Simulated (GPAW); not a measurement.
## A GW chain in GPAW: CaC2 (Immm)

Wanted: ground state, empty states, screening and self-energy for CaC2 (Immm).

Main program and level: GPAW 26.7.0; LDA and many-body steps on it, plane waves.

### 1. The starting structure

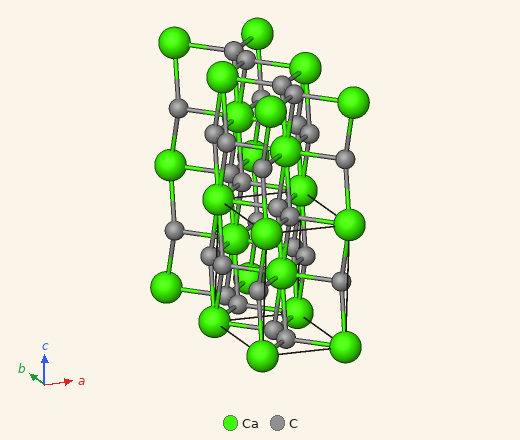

The cell as given, slightly off an axis (calcium green, carbon grey). 1×2×2 cells are drawn. This picture shows the conventional cell, with its axes. Some periodic images of atoms are drawn too.

The cell and positions are those that the Materials Project relaxed with its own functionals (PBE, PBE+U or r2SCAN), kept fixed.

### 2. Ground state

This step: GPAW 26.7.0; DFT, LDA, plane waves, PAW.

The ground-state density comes first.

File run.py:

```python
import json
import numpy as np
from gpaw.mpi import world
from ase import Atoms
from gpaw import GPAW, PW, FermiDirac

atoms = Atoms(['Ca', 'C', 'C'],
    cell=[[-1.8948765550, 2.4432612300, 2.6801311800],
      [1.8948765550, -2.4432612300, 2.6801311800],
      [1.8948765550, 2.4432612300, -2.6801311800]],
    scaled_positions=[[0.0000000000, 0.0000000000, 0.0000000000],
      [0.3712390700, 0.5000000000, 0.8712390700],
      [0.6287609300, 0.5000000000, 0.1287609300]],
    pbc=(True, True, True))
calc = GPAW(mode=PW(600),
    xc='LDA',
    kpts={'size': (8, 8, 8), 'gamma': True},
    occupations=FermiDirac(0.001),
    nbands=-7,
    convergence={'density': 1e-6, 'bands': -3},
    maxiter=100,
    txt='gs.txt')
atoms.calc = calc
res = {'energy': atoms.get_potential_energy()}
kpts = calc.get_ibz_k_points()
res['kpts'] = kpts
res['eigenvalues'] = [calc.get_eigenvalues(kpt=k) for k in range(len(kpts))]
res['n_electrons'] = calc.get_number_of_electrons()
calc.write('gs.gpw')

if world.rank == 0:
    with open('result.json', 'w') as f:
        json.dump(res, f, default=lambda x: x.tolist())
```

Run with:

```bash
> mpirun -n 4 gpaw python run.py
```

Output:

```text
__  _  _
 | _ |_)|_||  |
 |__||  | ||/\| - 26.7.0

Input parameters:
  mode=PW(ecut=600.0),
  convergence={'density': 1e-06, 'bands': -3},
  kpts=MonkhorstPack(size=(8, 8, 8), gamma=True),
  maxiter=100,
  nbands=-7,
  occupations=Occupations(name='fermi-dirac', width=0.001, fixmagmom=False),
  xc=XC(name='LDA')
  [... matrices ...]
Diagonalizing LCAO Hamiltonian
Converting LCAO to pw mode

        C

             C
       Ca

Atoms  # Å, Bohr magnetons
|   | symbol |        x |        y |        z |    initial magnetic moments |
| 0 |     Ca | 0.000000 | 0.000000 | 0.000000 | ( 0.0000,  0.0000,  0.0000) |
| 1 |      C | 1.894877 | 1.814068 | 0.000000 | ( 0.0000,  0.0000,  0.0000) |
| 2 |      C | 0.000000 | 0.629193 | 2.680131 | ( 0.0000,  0.0000,  0.0000) |

Unit cell  # Å
| periodic |         x |         y |         z |  lengths |     angles |
|      yes | -1.894877 |  2.443261 |  2.680131 | 4.091844 | 124.827126 |
|      yes |  1.894877 | -2.443261 |  2.680131 | 4.091844 | 106.674293 |
|      yes |  1.894877 |  2.443261 | -2.680131 | 4.091844 |  98.161683 |

Number of symmetries: 8
Symmetry operations  # r_c * U_cc + t_c -> r_c
|   | kind |            matrix            |
| 0 |  σ   |  1, 1, 1,  0, 0,-1,  0,-1, 0 |
| 1 |  E   |  1, 0, 0,  0, 1, 0,  0, 0, 1 |
| 2 |  C2  |  0, 1, 0,  1, 0, 0, -1,-1,-1 |
| 3 |  C2  |  0, 0, 1, -1,-1,-1,  1, 0, 0 |
| 4 |  σ   |  0, 0,-1,  1, 1, 1, -1, 0, 0 |
| 5 |  σ   |  0,-1, 0, -1, 0, 0,  1, 1, 1 |
| 6 |  i   | -1, 0, 0,  0,-1, 0,  0, 0,-1 |
| 7 |  C2  | -1,-1,-1,  0, 0, 1,  0, 1, 0 |

BZ-sampling:
  Number of BZ points: 512
  Number of IBZ points: 95

  Monkhorst-Pack size: [8, 8, 8]
  Monkhorst-Pack shift: [0.0625, 0.0625, 0.0625]

K-points  # in reciprocal-cell coordinates
|     |                                coordinates |     weight |
|   0 | (  0.00000000,   0.00000000,   0.00000000) | 0.00195312 |
|   1 | (  0.12500000,  -0.12500000,  -0.12500000) | 0.00390625 |
|   2 | (  0.12500000,  -0.12500000,   0.00000000) | 0.00781250 |
|   3 | (  0.12500000,  -0.12500000,   0.12500000) | 0.00390625 |
|   4 | (  0.12500000,   0.00000000,  -0.12500000) | 0.00781250 |
|   5 | (  0.12500000,   0.00000000,   0.00000000) | 0.00781250 |
|   6 | (  0.12500000,   0.12500000,  -0.12500000) | 0.00390625 |
|   7 | (  0.25000000,  -0.25000000,  -0.25000000) | 0.00390625 |
|   8 | (  0.25000000,  -0.25000000,  -0.12500000) | 0.00781250 |
|   9 | (  0.25000000,  -0.25000000,   0.00000000) | 0.00781250 |
| ... |                                            |            |
|  94 | (  0.50000000,   0.50000000,   0.50000000) | 0.00195312 |

Plane wave coefficients: 1688
Cutoff: 600.0 eV

Spin-components: 1 (collinear spins)
Bands:           16
Projectors:      15
Spin-degeneracy: 2
Datatype:        complex128

  Storage: CPU
  Wave functions: 40_298_240 bytes (10_074_560 per core)
  Projectors: 55_410_080 bytes (13_852_520 per core)
  [... matrices ...]
Parallelization:
  kpt:    4
  domain: 1
  band:   1

Density:
  Valence electrons: 18.0
  Components: 1
  Grid points: [24 24 24]
  Charge: 0.0  # |e|

Potential:
  Grid points: [24 24 24]

species:
  Ca:
    name:    Calcium
    Z:       20.0
    valence: 10
    core:    10
    charge:  0.0  # [|e|]
    compensation charges:
      type: gauss
      rc: 0.37  # [Å]
      lmax: 2
    cutoffs:
      filter: 2.10  # [Å]
      core: 1.17  # [Å]
    projectors
    | kind |    occ | energy [eV] | rcut [Å] |
    |   3s |  2.000 |     -46.826 |    1.175 |
    |   4s |  2.000 |      -3.864 |    1.175 |
    |   3p |  6.000 |     -27.986 |    1.154 |
    |    p |        |      -0.774 |    1.154 |
    |    d |        |       0.000 |    0.937 |

    Using partial waves for Ca as LCAO basis

  C:
    name:    Carbon
    Z:       6.0
    valence: 4
    core:    2
    charge:  0.0  # [|e|]
    compensation charges:
      type: gauss
      rc: 0.20  # [Å]
      lmax: 2
    cutoffs:
      filter: 1.14  # [Å]
      core: 1.14  # [Å]
    projectors
    | kind |    occ | energy [eV] | rcut [Å] |
    |   2s |  2.000 |     -13.639 |    0.635 |
    |   2p |  2.000 |      -5.414 |    0.635 |
    |    s |        |      13.573 |    0.635 |
    |    p |        |      21.797 |    0.635 |
    |    d |        |       0.000 |    0.635 |

    Using partial waves for C as LCAO basis

Reference energy: -20504.017930  # eV

eigensolver:
  PPCG
  Converge bands: -3
  niter=2

density mixing:
  MSR1-Mixer
  Pratt-step length: 0.05
  Maximum mixing coefficient: 0.75
  Old densities: 10
  SVD Regularization: 0.005
  Good broyden scale: 1.0
  Trust region scale: 1.0
  Backstep threshold: 4.0
  History deletion threshold: 6.0
  Fourier metric: weight=20.0, sigma=0.015

occupation numbers:
  Fermi-Dirac:
    width: 0.0010  # eV

poisson solver:
  ecut: 4800.0  # eV

xc functional:
  name: None

Initialization done in: 1.247 s

convergence criteria:
- Maximum integral of absolute [dens]ity change: 1e-06 electrons / valence electron
- Maximum [total energy] change in last 3 cyles: 0.0005 eV / valence electron
- Maximum integral of absolute [eigenst]ate change: 4e-08 eV^2 / valence electron
maximum number of iterations: 100

SCF iterations
|iter     |     time |      energy | eigst |  dens |
|iter:   1|  |  -24.559596 | +1.49 |       |
|iter:   2|  |  -24.091803 | +0.49 | -0.89 |
|iter:   3|  |  -22.255555 | +0.11 | -0.94 |
|iter:   4|  |  -22.248024 | -0.53 | -1.62 |
|iter:   5|  |  -22.247680c| -0.78 | -2.01 |
|iter:   6|  |  -22.247738c| -1.29 | -2.90 |
|iter:   7|  |  -22.247742c| -1.85 | -3.51 |
|iter:   8|  |  -22.247742c| -2.14 | -4.50 |
|iter:   9|  |  -22.247742c| -2.49 | -5.09 |
|iter:  10|  |  -22.247742c| -2.81 | -5.92 |
|iter:  11|  |  -22.247742c| -3.38 | -6.61c|
|iter:  12|  |  -22.247742c| -4.24 | -7.43c|
|iter:  13|  |  -22.247742c| -5.29 | -8.25c|
|iter:  14|  |  -22.247742c| -5.95 | -8.87c|
|iter:  15|  |  -22.247742c| -6.76 | -9.32c|
|iter:  16|  |  -22.247742c| -7.50c|-10.04c|

Converged in 16 steps
SCF loop duration: 16.850 s (1.053 s/step)
Energy contributions relative to reference atoms: (reference = -20504.017930)
  [... matrices ...]
Energy contributions:
  Kinetic:          16.299340
  Coulomb:         -15.530172
  Zero:             -0.570249
  External:          0.000000
  Xc:              -22.446661
  Entropy:          -0.000000
  Spinorbit:         0.000000
  ----------------------------
  Free energy:     -22.247742
  Extrapolated:    -22.247742

dipole moment: (-6.273449, -8.089009, -8.873225)  # |e|*Ang

Fermi level: 3.074
Eigenvalues  # (at kpt = [0.000, 0.000, 0.000])
| band index |      eig [eV] | occ [0-2] |
|          0 |       -35.959 |     2.000 |
|          1 |       -17.247 |     2.000 |
|          2 |       -17.242 |     2.000 |
|          3 |       -17.129 |     2.000 |
|          4 |        -9.884 |     2.000 |
|          5 |        -0.012 |     2.000 |
|          6 |         0.090 |     2.000 |
|          7 |         1.704 |     2.000 |
|          8 |         1.965 |     2.000 |
|          9 |         4.520 |     0.000 |
|         10 |         5.784 |     0.000 |
|         11 |         7.683 |     0.000 |
|         12 |         7.982 |     0.000 |
|         13 |         8.589 |     0.000 |
|         14 |        11.094 |     0.000 |
|         15 |        12.129 |     0.000 |

Gap: 2.266 eV
Transition (v -> c):
  (s=0, k=11, n=8, [0.25, -0.25, 0.25]) -> (s=0, k=0, n=9, [0.00, 0.00, 0.00])
Direct/indirect transitions are different
Direct gap: 2.555 eV
Transition at: (s=0, k=0, n=8, [0.00, 0.00, 0.00])
# Writing to gs.gpw (mode='')
  [... matrices ...]
```

It took 20 s on 4 MPI ranks of Arm Neoverse V1, shared host; peak memory 0.68 GiB.

This step gave:

* total energy: -22.25 eV
* gap: 2.266 eV
* k of the valence top: 0.25, -0.25, 0.25
* k of the conduction bottom: 0, 0, 0
* least direct gap: 2.555 eV

The gap is indirect, with the least direct gap 0.29 eV higher.

### 3. Bands along the symmetry lines

Levels along a band path, at the cheap level, show where the edges lie and whether the meshes to come will hold them.

File run.py:

```python
import json
import numpy as np
from gpaw.mpi import world
from gpaw import GPAW

path = [[0.000000, 0.000000, 0.000000],
    [0.062500, 0.062500, -0.062500],
    [0.125000, 0.125000, -0.125000],
    [0.187500, 0.187500, -0.187500],
    [0.250000, 0.250000, -0.250000],
    [0.312500, 0.312500, -0.312500],
    [0.375000, 0.375000, -0.375000],
    [0.437500, 0.437500, -0.437500],
    [0.500000, 0.500000, -0.500000],
    [0.484371, 0.515629, -0.484371],
    [0.468741, 0.531259, -0.468741],
    [0.453112, 0.546888, -0.453112],
    [0.437483, 0.562517, -0.437483],
    [0.421853, 0.578147, -0.421853],
    [0.406224, 0.593776, -0.406224],
    [0.390595, 0.609405, -0.390595],
    [0.374965, 0.625035, -0.374965],
    [-0.374965, 0.374965, 0.374965],
    [-0.328095, 0.328095, 0.328095],
    [-0.281224, 0.281224, 0.281224],
    [-0.234353, 0.234353, 0.234353],
    [-0.187483, 0.187483, 0.187483],
    [-0.140612, 0.140612, 0.140612],
    [-0.093741, 0.093741, 0.093741],
    [-0.046871, 0.046871, 0.046871],
    [0.000000, 0.000000, 0.000000],
    [0.057220, -0.057220, 0.057220],
    [0.114441, -0.114441, 0.114441],
    [0.171661, -0.171661, 0.171661],
    [0.228881, -0.228881, 0.228881],
    [0.286102, -0.286102, 0.286102],
    [0.343322, -0.343322, 0.343322],
    [0.400542, -0.400542, 0.400542],
    [0.457763, -0.457763, 0.457763],
    [0.542237, 0.457763, -0.457763],
    [0.536958, 0.463042, -0.463042],
    [0.531678, 0.468322, -0.468322],
    [0.526398, 0.473602, -0.473602],
    [0.521119, 0.478881, -0.478881],
    [0.515839, 0.484161, -0.484161],
    [0.510559, 0.489441, -0.489441],
    [0.505280, 0.494720, -0.494720],
    [0.500000, 0.500000, -0.500000],
    [0.000000, 0.000000, 0.000000],
    [0.000000, 0.062500, 0.000000],
    [0.000000, 0.125000, 0.000000],
    [0.000000, 0.187500, 0.000000],
    [0.000000, 0.250000, 0.000000],
    [0.000000, 0.312500, 0.000000],
    [0.000000, 0.375000, 0.000000],
    [0.000000, 0.437500, 0.000000],
    [0.000000, 0.500000, 0.000000],
    [0.031250, 0.468750, 0.031250],
    [0.062500, 0.437500, 0.062500],
    [0.093750, 0.406250, 0.093750],
    [0.125000, 0.375000, 0.125000],
    [0.156250, 0.343750, 0.156250],
    [0.187500, 0.312500, 0.187500],
    [0.218750, 0.281250, 0.218750],
    [0.250000, 0.250000, 0.250000],
    [0.281250, 0.218750, 0.218750],
    [0.312500, 0.187500, 0.187500],
    [0.343750, 0.156250, 0.156250],
    [0.375000, 0.125000, 0.125000],
    [0.406250, 0.093750, 0.093750],
    [0.437500, 0.062500, 0.062500],
    [0.468750, 0.031250, 0.031250],
    [0.500000, 0.000000, 0.000000],
    [0.437500, 0.000000, 0.000000],
    [0.375000, 0.000000, 0.000000],
    [0.312500, 0.000000, 0.000000],
    [0.250000, 0.000000, 0.000000],
    [0.187500, 0.000000, 0.000000],
    [0.125000, 0.000000, 0.000000],
    [0.062500, 0.000000, 0.000000],
    [0.000000, 0.000000, 0.000000],
    [0.000000, 0.000000, 0.062500],
    [0.000000, 0.000000, 0.125000],
    [0.000000, 0.000000, 0.187500],
    [0.000000, 0.000000, 0.250000],
    [0.000000, 0.000000, 0.312500],
    [0.000000, 0.000000, 0.375000],
    [0.000000, 0.000000, 0.437500],
    [0.000000, 0.000000, 0.500000],
    [0.031250, 0.031250, 0.468750],
    [0.062500, 0.062500, 0.437500],
    [0.093750, 0.093750, 0.406250],
    [0.125000, 0.125000, 0.375000],
    [0.156250, 0.156250, 0.343750],
    [0.187500, 0.187500, 0.312500],
    [0.218750, 0.218750, 0.281250],
    [0.250000, 0.250000, 0.250000]]
calc = GPAW('gs.gpw').fixed_density(kpts=path,
    symmetry='off',
    nbands=19,
    convergence={'bands': 15},
    txt='bands.txt')
res = {}
kpts = calc.get_ibz_k_points()
res['kpts'] = kpts
res['eigenvalues'] = [calc.get_eigenvalues(kpt=k) for k in range(len(kpts))]
res['n_electrons'] = calc.get_number_of_electrons()

if world.rank == 0:
    with open('result.json', 'w') as f:
        json.dump(res, f, default=lambda x: x.tolist())
```

Run with:

```bash
> mpirun -n 4 gpaw python run.py
```

Output:

```text
Diagonalizing LCAO Hamiltonian
Converting LCAO to pw mode
convergence criteria:
- Maximum integral of absolute [eigenst]ate change: 4e-08 eV^2 / valence electron
maximum number of iterations: 100

SCF iterations
|iter     |     time |      energy | eigst |  dens |
|iter:   1|  |             | +2.04 |       |
|iter:   2|  |             | +1.07 |       |
|iter:   3|  |             | +0.11 |       |
[...]
|iter:   7|  |             | -5.28 |       |
|iter:   8|  |             | -6.54 |       |
|iter:   9|  |             | -7.57c|       |
SCF steps: 9
  __  _  _
 | _ |_)|_||  |
 |__||  | ||/\| - 26.7.0

Input parameters:
  mode=PW(ecut=600.0),
  convergence={'bands': 15},
  gpts=array([24, 24, 24]),
  kpts=KPoints(kpts=array([[ 0.      ,  0.      ,  0.      ],
         [ 0.0625  ,  0.0625  , -0.0625  ],
         [ 0.125   ,  0.125   , -0.125   ],
         [ 0.1875  ,  0.1875  , -0.1875  ],
[...]
[ 0.484371,  0.515629, -0.484371],
         [ 0.468741,  0.531259, -0.468741],
         [ 0.453112,  0.546888, -0.453112],
[...]
[-0.374965,  0.374965,  0.374965],
         [-0.328095,  0.328095,  0.328095],
         [-0.281224,  0.281224,  0.281224],
[...]
[-0.093741,  0.093741,  0.093741],
         [-0.046871,  0.046871,  0.046871],
[...]
[ 0.515839,  0.484161, -0.484161],
         [ 0.510559,  0.489441, -0.489441],
[...]
[ 0.1875  ,  0.1875  ,  0.3125  ],
         [ 0.21875 ,  0.21875 ,  0.28125 ],
         [ 0.25    ,  0.25    ,  0.25    ]])),
  maxiter=100,
  nbands=19,
  occupations=Occupations(name='fermi-dirac', width=0.001, fixmagmom=False),
  parallel={},
  symmetry=Symmetry(point_group=False, time_reversal=False),
  xc=XC(name='LDA')
```

It took 14 s on 4 MPI ranks; peak memory 0.74 GiB; 55 s of CPU time.

Numbers from this step:

```yaml
gap: 2.270 eV
k_of_the_valence_top: 0.2861, -0.2861, 0.2861
k_of_the_conduction_bottom: 0, 0, 0
least_direct_gap: 2.555 eV
```

The gap is 2.270 eV, +0.004 eV from the run before at this level.

The electronic bands at the labelled points (eV, zero at the top of the highest filled band):

| point | band 6 | band 7 | band 8 | band 9 | band 10 | band 11 | band 12 | band 13 |
| --- | --- | --- | --- | --- | --- | --- | --- | --- |
| Γ | -2.26 | -2.16 | -0.55 | -0.29 | 2.27 | 3.53 | 5.43 | 5.73 |
| X | -3.30 | -2.19 | -1.07 | -0.86 | 4.22 | 4.77 | 6.57 | 7.11 |
| F2 | -3.33 | -1.96 | -1.69 | -0.72 | 5.13 | 5.44 | 5.71 | 6.23 |
| jump to Σ0 | -3.33 | -1.96 | -1.69 | -0.72 | 5.13 | 5.44 | 5.71 | 6.23 |
| Γ | -2.26 | -2.16 | -0.55 | -0.29 | 2.27 | 3.53 | 5.43 | 5.73 |
| Y0 | -3.37 | -2.17 | -0.97 | -0.88 | 4.25 | 4.86 | 6.43 | 7.08 |
| jump to U0 | -3.37 | -2.17 | -0.97 | -0.88 | 4.25 | 4.86 | 6.43 | 7.08 |
| X | -3.30 | -2.19 | -1.07 | -0.86 | 4.22 | 4.77 | 6.57 | 7.11 |
| jump to Γ | -2.26 | -2.16 | -0.55 | -0.29 | 2.27 | 3.53 | 5.43 | 5.73 |
| R | -3.22 | -2.80 | -1.27 | -0.79 | 4.29 | 6.04 | 6.46 | 7.04 |
| W | -3.23 | -1.92 | -1.84 | -0.60 | 3.66 | 4.27 | 6.10 | 7.48 |
| S | -4.24 | -1.63 | -0.98 | -0.21 | 4.71 | 5.29 | 6.16 | 6.61 |
| Γ | -2.26 | -2.16 | -0.55 | -0.29 | 2.27 | 3.53 | 5.43 | 5.73 |
| T | -3.35 | -1.39 | -1.15 | -0.71 | 2.50 | 3.74 | 6.85 | 6.92 |
| W | -3.23 | -1.92 | -1.84 | -0.60 | 3.66 | 4.27 | 6.10 | 7.48 |

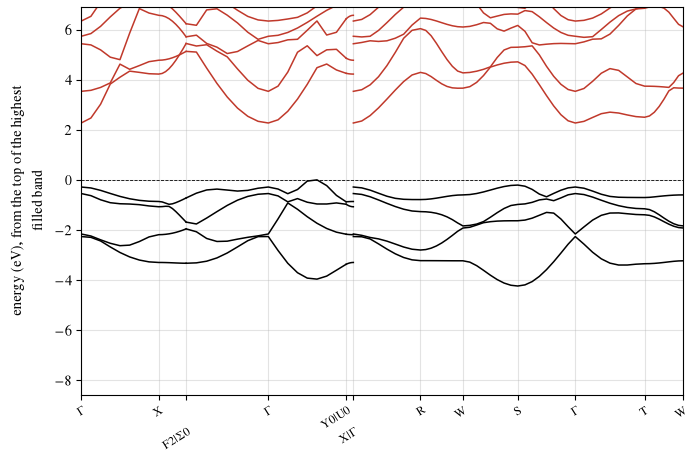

Electronic bands along the path; lines of filled and empty bands in two colours.

### 4. Empty states on the mesh, 4×4×4 mesh, 90 bands

The sums over transitions need many empty states on a uniform mesh; this step solves for them.

File run.py:

```python
import json
import numpy as np
from gpaw.mpi import world
from gpaw import GPAW

calc = GPAW('gs.gpw').fixed_density(kpts={'size': (4, 4, 4), 'gamma': True},
    nbands=105,
    convergence={'bands': 90},
    txt='nscf.txt')
calc.write('full.gpw', mode='all')
res = {}
kpts = calc.get_ibz_k_points()
res['kpts'] = kpts
res['eigenvalues'] = [calc.get_eigenvalues(kpt=k) for k in range(len(kpts))]
res['n_electrons'] = calc.get_number_of_electrons()

if world.rank == 0:
    with open('result.json', 'w') as f:
        json.dump(res, f, default=lambda x: x.tolist())
```

Run with:

```bash
> mpirun -n 4 gpaw python run.py
```

Output:

```text
Diagonalizing LCAO Hamiltonian
Converting LCAO to pw mode
convergence criteria:
- Maximum integral of absolute [eigenst]ate change: 4e-08 eV^2 / valence electron
maximum number of iterations: 100

SCF iterations
|iter     |     time |      energy | eigst |  dens |
|iter:   1|  |             | +4.32 |       |
|iter:   2|  |             | +3.06 |       |
|iter:   3|  |             | +1.86 |       |
[...]
|iter:  11|  |             | -6.65 |       |
|iter:  12|  |             | -7.16 |       |
|iter:  13|  |             | -7.60c|       |
SCF steps: 13
  __  _  _
 | _ |_)|_||  |
 |__||  | ||/\| - 26.7.0

Input parameters:
  mode=PW(ecut=600.0),
  convergence={'bands': 90},
  gpts=array([24, 24, 24]),
  kpts=MonkhorstPack(size=(4, 4, 4), gamma=True),
  maxiter=100,
  nbands=105,
  occupations=Occupations(name='fermi-dirac', width=0.001, fixmagmom=False),
  parallel={},
  xc=XC(name='LDA')
# Writing to full.gpw (mode='all')
  [... matrices ...]

timing:  # [seconds]
  Total: 0.044  # ━━━━━━━━━━━━━━━━━━━━━━━━━━━━━━━━━━━━━━━━━━━━━━━━━━━━━━━━━━━
```

Wall time 25 s (4 MPI ranks); peak memory 0.74 GiB.

Numbers from this step:

| Item | Value |
| --- | --- |
| gap | 2.266 eV |
| k of the valence top | 0.25, -0.25, 0.25 |
| k of the conduction bottom | 0, 0, 0 |
| least direct gap | 2.555 eV |
| k points computed | 18 |
| lowest point of the top converged band, above the valence top | 68.5550 eV |

On this mesh the gap is 2.266 eV.

[end of part 1 of 2]

[Paths, hosts, dates, memory and timing lines, banners, echoed tables and standing remarks are left out of the program output.]

[Logs are printed without paths, hosts, clocks, repeated set-up lines and the standing remarks that a program may print on its own settings, such as how far it seeks lower states.]

[Runs of the session that timed out or met a known fault of the program may be left out.]

[Hosts, paths, dates, database ids (printed as entryN), source tags and the programs' standing remarks are cut or masked in the printed files.]
